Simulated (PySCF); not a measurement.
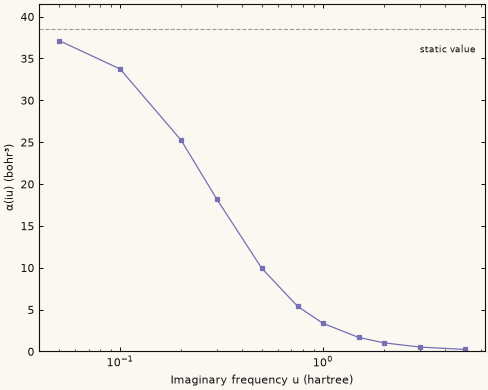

Dipole polarisability at imaginary frequency of Si ([Ne] 3s² 3p²). Coupled response at the HF level; PySCF, aug-cc-pV(Q+d)Z plus 1 diffuse shell for each l, non-relativistic, unrestricted single determinants, no spin-orbit coupling.

Describe the response.

The static dipole polarisability is 38.5 bohr³ (the recommended value is 37.3); α(iu) falls to half of it near u = 0.28 hartree. The Casimir–Polder integral gives C₆ = 316 hartree bohr⁶ for two such species.
